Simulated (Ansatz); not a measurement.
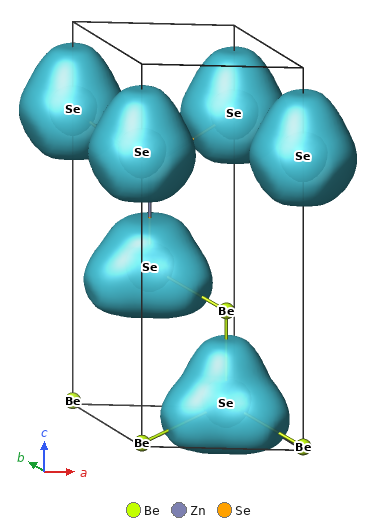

Be$_{2}$ZnSe$_{3}$. Isosurface of the ELF at 0.65 (cyan), seen slightly off an axis. Core shells and regions of very low density are left out. Sticks mark near contacts.

Space group P3m1; a structure generated by program, which may or may not match a known phase; changed on purpose from its base cell (volume × 0.97, shape and atoms relaxed); computed pressure about 2 GPa in this cell.

Level of theory: DFT PBE, scalar-relativistic, plane waves, PAW (Ansatz).

Input

```
crystal:
  lattice:
    - [3.751680984, 2.86e-08, 0.0]
    - [-1.8758405167, 3.2490510247, 0.0]
    - [0.0, 0.0, 9.2462995873]
  atoms:
    - { symbol: Be, position: [0.0, 0.0, 0.008444] }
    - { symbol: Be, position: [0.6666666667, 0.3333333333, 0.324237] }
    - { symbol: Zn, position: [0.3333333333, 0.6666666667, 0.663109] }
    - { symbol: Se, position: [0.0, 0.0, 0.770045] }
    - { symbol: Se, position: [0.3333333333, 0.6666666667, 0.399832] }
    - { symbol: Se, position: [0.6666666667, 0.3333333333, 0.084333] }
basis:
  ecutwfc: 420
kpoints:
  mp_grid: { grid: [12, 12, 4] }
hamiltonian:
  xc: pbe
scf:
  occupations: { method: gaussian, width: 0.02 }
output:
  forces: true
  stress: true
  eigenvalues: true
  write_density: true
  write_potential: true
  elf: true
  volumetric_format: npy
relax:
  adjacent_minimum: "off"
  f_tol: 0.01
  max_steps: 30
  cell: { stress_tol: 0.1, fix: [volume] }
```

Launched as:

```sh
ansatz run input.yaml --threads 4 --pin off --max-ram 8192MiB --backend cpu --events-out ev --progress --plain --runs-dir out
```

Below, planes, directions and counts refer to the conventional cell (a = 3.75 Å, b = 3.75 Å, c = 9.26 Å, α = 90.00°, β = 90.00°, γ = 120.00°).

The fields are those of the run's last geometry, not of the input's.

**Describe the localisation domains.**

The surface consists of three regions wrapped around Se (the valence shell of each), counted in one cell of 6 atoms. Any copies at cell faces, edges or corners count once. Profiles from the grid: Be–Se (2.21 Å): the ELF peaks at about 0.90 between the atoms; a polar covalent bond. Zn–Se (2.39 Å): the ELF is about 0.60 at the midpoint.
